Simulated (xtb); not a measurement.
**Run report: Si$_{4}$NH$_{9}$O, geometry relaxation (part 5 of 5)**

Continued. System: Si$_{4}$NH$_{9}$O, SMILES [SiH3]N1[SiH2]O[SiH2][SiH2]1. Method: GFN2-xTB (xtb 6.7.1). The geometry comes from this level: GFN2-xTB.

**Trajectory as extended XYZ, continued**
```
15
Properties=species:S:1:pos:R:3 step=14 energy=-508.03787
Si   -0.2782   -2.1173    0.9415
N    -0.0228   -0.5417    0.2565
Si    0.8485   -0.3943   -1.2456
O     0.7968    1.1926   -1.5908
Si    0.0609    2.3480   -0.6825
Si   -0.7096    0.9201    0.9499
H    -1.5006   -2.7120    0.3892
H     0.8786   -2.9407    0.5902
H    -0.4024   -1.9525    2.3891
H     2.2522   -0.7450   -1.0658
H     0.1624   -1.0874   -2.3303
H     1.1344    3.2980   -0.3739
H    -0.8907    2.9730   -1.6070
H    -0.1666    1.0435    2.3121
H    -2.1632    0.7156    1.0674
15
Properties=species:S:1:pos:R:3 step=15 energy=-508.03788
Si   -0.2773   -2.1172    0.9420
N    -0.0230   -0.5416    0.2565
Si    0.8474   -0.3945   -1.2462
O     0.7974    1.1927   -1.5903
Si    0.0616    2.3481   -0.6821
Si   -0.7100    0.9201    0.9497
H    -1.4982   -2.7138    0.3882
H     0.8810   -2.9395    0.5927
H    -0.4037   -1.9517    2.3893
H     2.2509   -0.7468   -1.0677
H     0.1596   -1.0863   -2.3306
H     1.1353    3.2977   -0.3731
H    -0.8897    2.9737   -1.6067
H    -0.1678    1.0433    2.3123
H    -2.1637    0.7158    1.0662
15
Properties=species:S:1:pos:R:3 step=16 energy=-508.03788
Si   -0.2764   -2.1171    0.9424
N    -0.0231   -0.5416    0.2565
Si    0.8462   -0.3947   -1.2468
O     0.7975    1.1927   -1.5901
Si    0.0622    2.3483   -0.6817
Si   -0.7104    0.9202    0.9496
H    -1.4955   -2.7157    0.3870
H     0.8835   -2.9381    0.5954
H    -0.4053   -1.9509    2.3894
H     2.2495   -0.7484   -1.0697
H     0.1568   -1.0855   -2.3308
H     1.1365    3.2972   -0.3724
H    -0.8885    2.9746   -1.6062
H    -0.1690    1.0430    2.3125
H    -2.1642    0.7161    1.0651
15
Properties=species:S:1:pos:R:3 step=17 energy=-508.03789
Si   -0.2755   -2.1171    0.9428
N    -0.0232   -0.5415    0.2566
Si    0.8450   -0.3949   -1.2474
O     0.7973    1.1926   -1.5902
Si    0.0629    2.3484   -0.6813
Si   -0.7107    0.9202    0.9494
H    -1.4927   -2.7178    0.3855
H     0.8862   -2.9366    0.5983
H    -0.4071   -1.9502    2.3894
H     2.2481   -0.7498   -1.0716
H     0.1541   -1.0849   -2.3310
H     1.1379    3.2964   -0.3717
H    -0.8874    2.9758   -1.6055
H    -0.1701    1.0429    2.3126
H    -2.1647    0.7165    1.0640
15
Properties=species:S:1:pos:R:3 step=18 energy=-508.03789
Si   -0.2743   -2.1170    0.9433
N    -0.0235   -0.5414    0.2567
Si    0.8433   -0.3951   -1.2482
O     0.7965    1.1924   -1.5905
Si    0.0637    2.3486   -0.6808
Si   -0.7112    0.9204    0.9493
H    -1.4889   -2.7206    0.3834
H     0.8898   -2.9346    0.6022
H    -0.4098   -1.9492    2.3895
H     2.2463   -0.7513   -1.0739
H     0.1508   -1.0845   -2.3312
H     1.1399    3.2952   -0.3708
H    -0.8859    2.9777   -1.6045
H    -0.1715    1.0426    2.3129
H    -2.1653    0.7169    1.0627
15
Properties=species:S:1:pos:R:3 step=19 energy=-508.03789
Si   -0.2735   -2.1170    0.9436
N    -0.0237   -0.5414    0.2567
Si    0.8420   -0.3953   -1.2488
O     0.7956    1.1923   -1.5910
Si    0.0643    2.3488   -0.6804
Si   -0.7115    0.9204    0.9492
H    -1.4860   -2.7228    0.3817
H     0.8926   -2.9331    0.6054
H    -0.4120   -1.9485    2.3894
H     2.2449   -0.7522   -1.0755
H     0.1484   -1.0843   -2.3314
H     1.1416    3.2940   -0.3701
H    -0.8848    2.9793   -1.6037
H    -0.1724    1.0424    2.3130
H    -2.1657    0.7174    1.0619
```

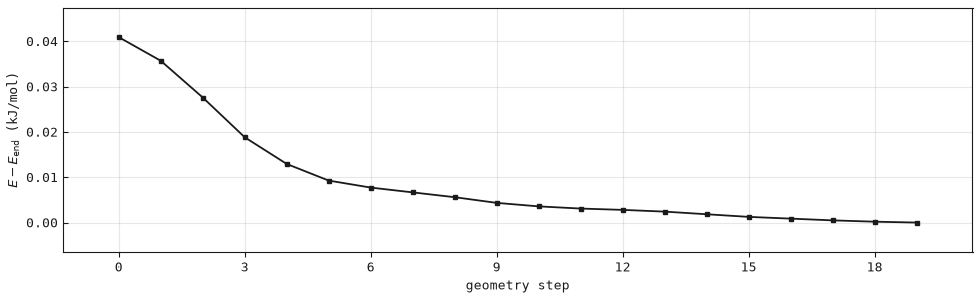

Figure 1. Progress of the relaxation, step by step (steps are counted from 0).

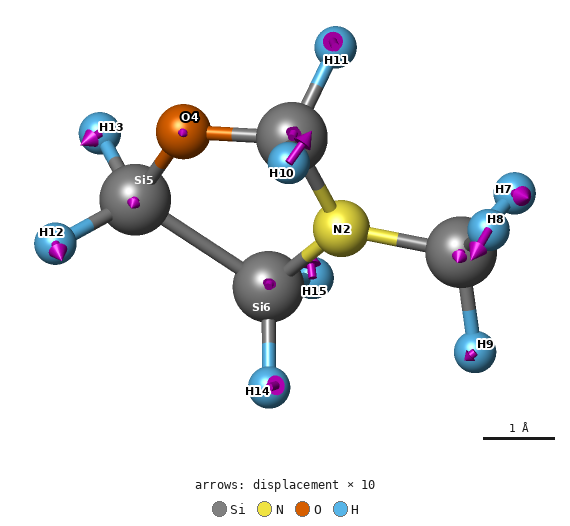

Figure 2. The starting structure with the displacements as pink arrows, magnified 10 times (ball-and-stick view, seen at a tilt). The two geometries are laid on each other by the best rigid fit. After 19 geometry steps the energy has fallen by 0.04 kJ/mol. H8 moves most after the best rigid fit: 0.059 Å. By element the largest moves are H 0.059 Å, Si 0.026 Å, O 0.010 Å, N 0.006 Å. (Atoms are counted from 1 in the order of the input.)

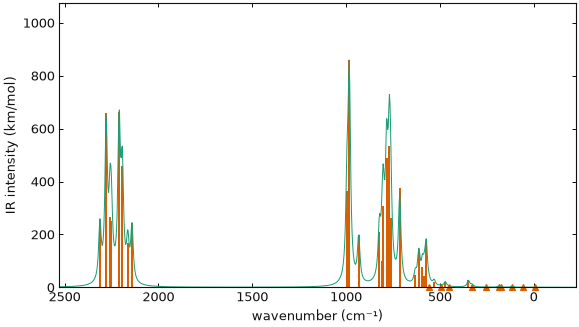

Figure 3. Harmonic infrared spectrum, unscaled: sticks (degenerate modes added up, dark ones marked on the axis) with a Lorentzian envelope of 16 cm⁻¹ full width, scaled to the tallest stick. 39 modes from 6i to 2312 cm⁻¹, none imaginary beyond the noise of the force constants (under 8i cm⁻¹). The strongest line is at 983 cm⁻¹ (859 km/mol).

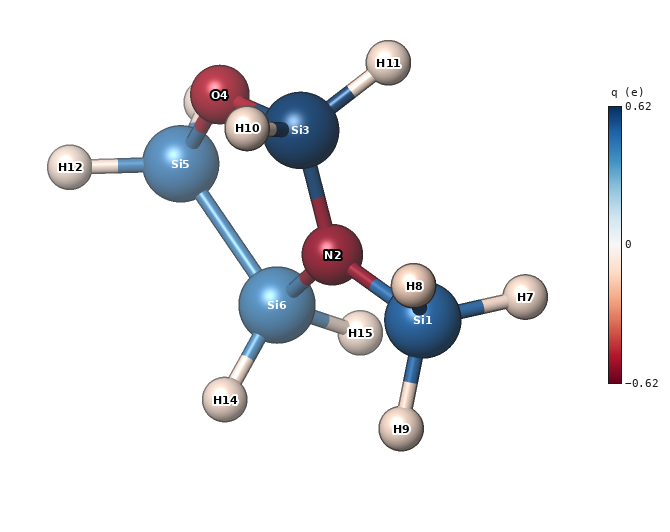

Figure 4. Mulliken charges, as the colour of each atom (ball-and-stick view, seen at a tilt; atoms are numbered from 1 in the order of the input). By element: Si +0.44 to +0.59, N −0.54, O −0.50 and H −0.12 to −0.10 e.

The run was set up as follows.

**Input file (geom.xyz)**
```
15

Si    -0.295110    -2.119260     0.931430
N     -0.018420    -0.541480     0.259060
Si     0.864410    -0.391900    -1.236060
O      0.787370     1.190420    -1.596070
Si     0.048730     2.345250    -0.690010
Si    -0.695430     0.921940     0.958320
H     -1.526700    -2.691170     0.375250
H      0.849710    -2.955260     0.571170
H     -0.415930    -1.966000     2.380530
H      2.272480    -0.716890    -1.038720
H      0.202160    -1.105100    -2.321930
H      1.115700     3.306280    -0.393630
H     -0.913920     2.956090    -1.612420
H     -0.128910     1.051840     2.311050
H     -2.146130     0.715240     1.102030
```

**File .CHRG**
```
0
```

**File .UHF**
```
0
```

Command:
```bash
xtb geom.xyz --ohess vtight > out.txt 2> xtb.err
```

**Key numbers**

```csv
quantity,value
outcome,converged
electrons treated,36
total energy,−18.670048 hartree
dispersion energy,−0.015163 hartree
basis functions,57
HOMO,−9.83 eV
LUMO,−5.52 eV
zero-point energy,0.083598 hartree
dipole moment,0.98 D
"wavenumbers, lowest and highest",6i and 2312 cm⁻¹
hardware,"1 thread of Arm Neoverse N1, 98 GiB of memory available, shared host"
wall time,1.7 s
peak memory,0.07 GiB
```
